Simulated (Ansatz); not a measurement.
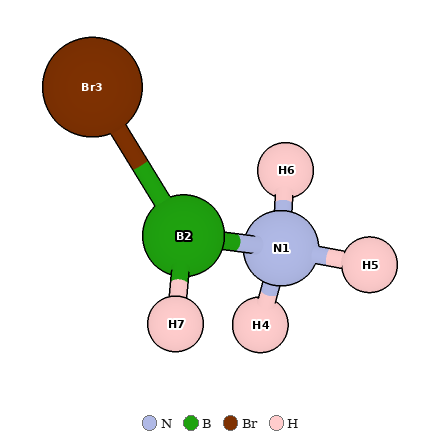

The system is BBrH₄N, SMILES [NH3+]BBr, charge +1; the picture shows the reference structure. First axis: bond length N1–H5. Second axis: angle H4–N1–H5. Nothing is relaxed (all other coordinates rigid). The grid has 11 × 11 points. All energies are given in kJ/mol relative to the lowest grid point. Level of theory: Ansatz, RKS BHLYP-D4/def2-TZVP.

Its coordinates:

```xyz
7

N    -0.5012    0.4920   -0.0025
B     0.5602   -0.6236   -0.1424
Br    1.6501   -0.9719    1.2980
H    -1.4341    0.1200   -0.1711
H    -0.3593    1.2095   -0.7111
H    -0.5004    0.9425    0.9072
H     0.5847   -1.1685   -1.1781
```

Range: bond length N1–H5 from 0.855 to 1.324 Å; angle H4–N1–H5 from 60.7 to 150.7°.

Predict the map.

Answer. The lowest grid point is at bond length N1–H5 = 0.996 Å, angle H4–N1–H5 = 105.7°. It is the only kind of minimum in the scanned range. The highest grid point, bond length N1–H5 = 0.855 Å, angle H4–N1–H5 = 60.7°, lies 274 kJ/mol above the lowest. Round the minimum the two coordinates are weakly coupled (coupling 0.07 in units of the two stiffnesses).

| angle H4–N1–H5 ↓, bond length N1–H5 → | 0.855 | 0.902 | 0.949 | 0.996 | 1.043 | 1.090 | 1.137 | 1.183 | 1.230 | 1.277 | 1.324 |
| --- | --- | --- | --- | --- | --- | --- | --- | --- | --- | --- | --- |
| 150.7 | 226 | 184 | 161 | 152 | 154 | 163 | 178 | 196 | 218 | 242 | 266 |
| 141.7 | 174 | 132 | 109 | 100 | 101 | 111 | 125 | 144 | 166 | 190 | 215 |
| 132.7 | 132 | 90 | 66 | 57 | 58 | 68 | 83 | 101 | 123 | 147 | 172 |
| 123.7 | 101 | 59 | 35 | 26 | 27 | 36 | 50 | 69 | 91 | 114 | 139 |
| 114.7 | 83 | 40 | 16 | 6 | 7 | 16 | 30 | 48 | 70 | 93 | 118 |
| 105.7 | 78 | 35 | 10 | 0 | 0 | 8 | 22 | 39 | 60 | 83 | 108 |
| 96.7 | 88 | 44 | 18 | 7 | 6 | 13 | 26 | 43 | 63 | 85 | 109 |
| 87.7 | 112 | 67 | 40 | 28 | 26 | 32 | 43 | 59 | 78 | 99 | 122 |
| 78.7 | 150 | 104 | 76 | 62 | 59 | 63 | 73 | 87 | 105 | 125 | 146 |
| 69.7 | 204 | 156 | 126 | 110 | 105 | 107 | 116 | 128 | 143 | 161 | 180 |
| 60.7 | 274 | 224 | 192 | 173 | 166 | 165 | 171 | 181 | 194 | 209 | 225 |

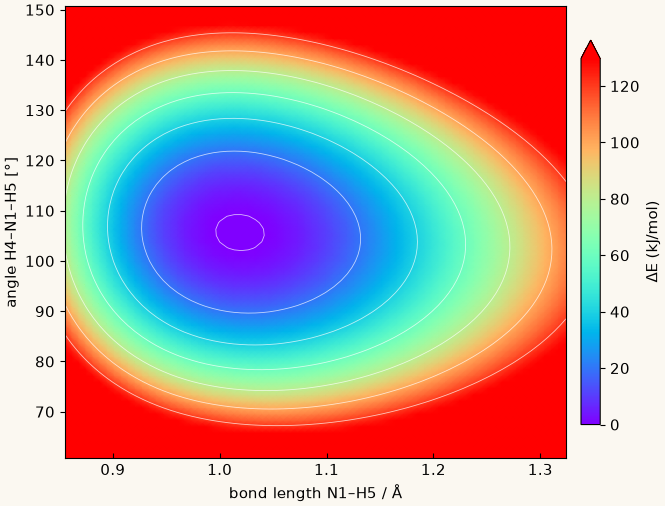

The picture shows a smooth colour map with a few white contour lines, one colour for all values above the top of the scale. Between grid points the surface is interpolated.

Each point was launched as `ansatz run input.yaml --threads 1 --pin off --max-ram 2560MiB --backend cpu --events-out ev --progress --plain --runs-dir out`. The whole map (121 points run) took 10 min on 1 thread of Arm Neoverse V1, on a shared host.
